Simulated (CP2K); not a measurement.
# PBE/TZV2P-MOLOPT-PBE-GTH (core potential) run of SiH3F (SMILES F[SiH3])

Aim: the energy change on altering one bond length of SiH3F at PBE/TZV2P-MOLOPT-PBE-GTH (core potential), from 2 runs. 

Program for the calculation: CP2K 2026.2.

1 further run of the same task is left out (it didn't finish).

## Step 1: The structure to begin with

SiH3F has 5 atoms, charge 0, and is taken as a singlet. As SMILES, `F[SiH3]`. The coordinates come from a PBE0-D4/def2-TZVP relaxation.

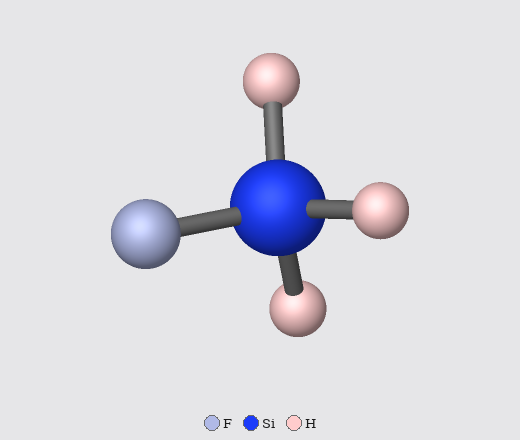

Viewed from a chosen angle; fluorine light blue, silicon blue, hydrogen pink.

## Step 2: A single-point energy at PBE/TZV2P-MOLOPT-PBE-GTH (core potential)

File molecule.inp:

```
&GLOBAL
    PROJECT molecule
    RUN_TYPE ENERGY
    PRINT_LEVEL MEDIUM
&END GLOBAL

&FORCE_EVAL
    METHOD QS
    &DFT
        BASIS_SET_FILE_NAME BASIS_MOLOPT_UZH
        POTENTIAL_FILE_NAME POTENTIAL_UZH
        &QS
            METHOD GPW
            EPS_DEFAULT 1.0E-10
        &END QS
        &MGRID
            CUTOFF 400
            REL_CUTOFF 50
            NGRIDS 4
        &END MGRID
        &POISSON
            PERIODIC NONE
            POISSON_SOLVER MULTIPOLE
        &END POISSON
        &SCF
            SCF_GUESS ATOMIC
            EPS_SCF 1.0E-06
            MAX_SCF 150
            ADDED_MOS 10
            &DIAGONALIZATION
                ALGORITHM STANDARD
            &END DIAGONALIZATION
            &MIXING
                METHOD BROYDEN_MIXING
                ALPHA 0.3
                NBUFFER 4
            &END MIXING
        &END SCF
        &XC
            &XC_FUNCTIONAL PBE
            &END XC_FUNCTIONAL
        &END XC
        &PRINT
            &MOMENTS
                PERIODIC F
                REFERENCE COM
                MAX_MOMENT 1
            &END MOMENTS
            &MO ON
                ENERGIES T
                OCCUPATION_NUMBERS T
                NDIGITS 6
                &EACH
                    QS_SCF 0
                &END EACH
                ADD_LAST NUMERIC
            &END MO
            &HIRSHFELD OFF
            &END HIRSHFELD
        &END PRINT
    &END DFT
    &SUBSYS
        &CELL
            ABC 9.2 9.4 9.3
            PERIODIC NONE
        &END CELL
        &COORD
            SCALED T
            F    0.38287500   0.51862234   0.62374731
            Si   0.52612500   0.49925000   0.52818817
            H    0.48144022   0.48081383   0.37625269
            H    0.60496196   0.37173936   0.58004839
            H    0.61712500   0.62826064   0.54475806
        &END COORD
        &KIND F
            BASIS_SET TZV2P-MOLOPT-PBE-GTH-q7
            POTENTIAL GTH-PBE-q7
        &END KIND
        &KIND Si
            BASIS_SET TZV2P-MOLOPT-PBE-GTH-q4
            POTENTIAL GTH-PBE-q4
        &END KIND
        &KIND H
            BASIS_SET TZV2P-MOLOPT-PBE-GTH-q1
            POTENTIAL GTH-PBE-q1
        &END KIND
    &END SUBSYS
&END FORCE_EVAL
```

The run is started by

```bash
OMP_NUM_THREADS=1 cp2k.psmp -i molecule.inp > molecule.out 2>&1
```

The log of the run, shortened:

```text
CP2K| version string:                                       CP2K version 2026.2
[...]
 GLOBAL| Method name                                                        CP2K
[...]
 GLOBAL| Run type                                                         ENERGY
[...]
 DFT| Spin restricted Kohn-Sham (RKS) calculation                            RKS
 DFT| Multiplicity                                                             1
[...]
 DFT| Charge                                                                   0
[...]
 FUNCTIONAL| PBE:
 QS| Method:                                                                 GPW
[...]
 QS| Density cutoff [a.u.]:                                                200.0
[...]
 QS| Relative density cutoff [a.u.]:                                        25.0
[...]
                             - Atoms:                                          5
[...]
                             - Spherical basis functions:                    100
[...]
 Number of electrons:                                                         14
[...]
     1 NoMix/Diag. 0.30E+00    1.2     0.71687942       -29.6794247846 -2.97E+01
[...]
    24 Broy./Diag. 0.30E+00    1.3     0.00000057       -29.9857497075  5.54E-08
  *** SCF run converged in    24 steps ***
[...]
  Overlap energy of the core charge distribution:               0.00000003620346
  Self energy of the core charge distribution:                -78.83058591383772
  Core Hamiltonian energy:                                     21.86736162117921
  Hartree energy:                                              33.92677233391750
  Exchange-correlation energy:                                 -6.94929778498288
  Total energy:                                               -29.98574970752042
[...]
                     Mulliken Population Analysis
 #  Atom  Element  Kind  Atomic population                           Net charge
       1     F        1          7.373765                             -0.373765
       2     Si       2          3.363655                              0.636345
       3     H        3          1.087252                             -0.087252
       4     H        3          1.087691                             -0.087691
       5     H        3          1.087636                             -0.087636
 # Total charge                             14.000000                 -0.000000
[...]
  Dipole moment [Debye]
    X=  0.1008003E+01 Y= -0.1384060E+00 Z= -0.6807949E+00  Total=      1.2242172
 ENERGY| Total FORCE_EVAL ( QS ) energy [hartree]            -29.985749707520423
[...]
```

Run time: 33 s. Hardware: 1 thread of Arm Neoverse V1, shared host; peak memory 1.1 GiB.

## Step 3: The distorted shape

File qs.inp:

```
&global
    project_name qs
    run_type ENERGY
    print_level MEDIUM
&end global

&force_eval
    method QS
    &dft
        basis_set_file_name BASIS_MOLOPT_UZH
        potential_file_name POTENTIAL_UZH
        &qs
            method GPW
            eps_default 1.0E-10
        &end qs
        ! plane-wave cutoff in Ry
        &mgrid
            cutoff 400
            rel_cutoff 50
            ngrids 4
        &end mgrid
        &poisson
            periodic NONE
            poisson_solver MULTIPOLE
        &end poisson
        ! SCF settings
        &scf
            scf_guess ATOMIC
            eps_scf 1.0E-06
            max_scf 30
            &ot
                minimizer DIIS
                preconditioner FULL_SINGLE_INVERSE
            &end ot
            &outer_scf
                eps_scf 1.0E-06
                max_scf 10
            &end outer_scf
        &end scf
        &xc
            &xc_functional PBE
            &end xc_functional
        &end xc
        &print
            &moments
                periodic F
                reference COM
                max_moment 1
            &end moments
            &mo_cubes
                nlumo 5
                nhomo -1
                write_cube F
            &end mo_cubes
            &hirshfeld OFF
            &end hirshfeld
        &end print
    &end dft
    ! structure
    &subsys
        ! box in angstrom
        &cell
            abc 9.2 9.4 11
            periodic NONE
        &end cell
        &coord
            F      3.522450     4.875050     7.498666
            Si     4.840350     4.692950     6.609966
            H      3.935921     4.311686     3.501334
            H      5.565650     3.494350     7.092266
            H      5.677550     5.905650     6.764066
        &end coord
        &kind F
            basis_set TZV2P-MOLOPT-PBE-GTH-q7
            potential GTH-PBE-q7
        &end kind
        &kind Si
            basis_set TZV2P-MOLOPT-PBE-GTH-q4
            potential GTH-PBE-q4
        &end kind
        &kind H
            basis_set TZV2P-MOLOPT-PBE-GTH-q1
            potential GTH-PBE-q1
        &end kind
    &end subsys
&end force_eval
```

The run is started by

```bash
OMP_NUM_THREADS=1 cp2k.psmp qs.inp > qs.out
```

The log of the run, shortened:

```text
CP2K| version string:                                       CP2K version 2026.2
[...]
 GLOBAL| Method name                                                        CP2K
[...]
 GLOBAL| Run type                                                         ENERGY
[...]
 GENERATE| WARNING:: No connections detected for Hydrogen - Atom Nr:         3 !
 GENERATE|  Preliminary Number of Bonds generated:                             0
 GENERATE|  Achieved consistency in connectivity generation.
[...]
 DFT| Spin restricted Kohn-Sham (RKS) calculation                            RKS
 DFT| Multiplicity                                                             1
[...]
 DFT| Charge                                                                   0
[...]
 FUNCTIONAL| PBE:
 QS| Method:                                                                 GPW
[...]
 QS| Density cutoff [a.u.]:                                                200.0
[...]
 QS| Relative density cutoff [a.u.]:                                        25.0
[...]
                             - Atoms:                                          5
[...]
                             - Spherical basis functions:                    100
[...]
 Number of electrons:                                                         14
[...]
     1 OT DIIS     0.80E-01    1.4     0.11556057       -29.4481550272 -2.94E+01
[...]
    23 OT DIIS     0.80E-01    1.4     0.00000052       -29.8318080515 -2.77E-11
  *** SCF run converged in    23 steps ***
[...]
  Overlap energy of the core charge distribution:               0.00000002619203
  Self energy of the core charge distribution:                -78.83058591383772
  Core Hamiltonian energy:                                     21.60588296027463
  Hartree energy:                                              34.17310219656206
  Exchange-correlation energy:                                 -6.78020732066784
  Total energy:                                               -29.83180805147684
[...]
  Dipole moment [Debye]
    X=  0.1612239E+01 Y=  0.1321702E+00 Z=  0.1483639E+01  Total=      2.1949868
[...]
 HOMO - LUMO gap [eV] :    1.426080
 ENERGY| Total FORCE_EVAL ( QS ) energy [hartree]            -29.831808051476845
[...]
```

Run time: 35 s. Hardware: 1 thread of Arm Neoverse V1, shared host; peak memory 0.8 GiB.

## Step 4: Results

Level: PBE/TZV2P-MOLOPT-PBE-GTH (core potential).

| quantity | value |
| --- | --- |
| first shape: total energy | -29.98575 Eh |
| first shape: dipole moment | 1.22 D |
| first shape: HOMO energy | -8.32 eV |
| first shape: LUMO energy | -1.09 eV |
| first shape: HOMO–LUMO gap | 7.23 eV |
| distorted shape: total energy | -29.83181 Eh |
| distorted shape: dipole moment | 2.19 D |
| distorted shape: HOMO energy | -5.90 eV |
| distorted shape: LUMO energy | -4.47 eV |
| distorted shape: HOMO–LUMO gap | 1.43 eV |
| energy change with the Si2–H3 bond stretched from 1.482 to 3.260 Å | 4.189 eV |

One bond (distorted shape) is far stretched, which a spin-restricted single reference describes badly; a broken-symmetry solution may lie lower. With the Si2–H3 bond stretched from 1.482 to 3.260 Å the energy rises by 4.19 eV (97 kcal/mol). The first shape isn't relaxed at this level, so the change isn't measured from a minimum. A restricted reference can't describe the breaking bond well at this length.
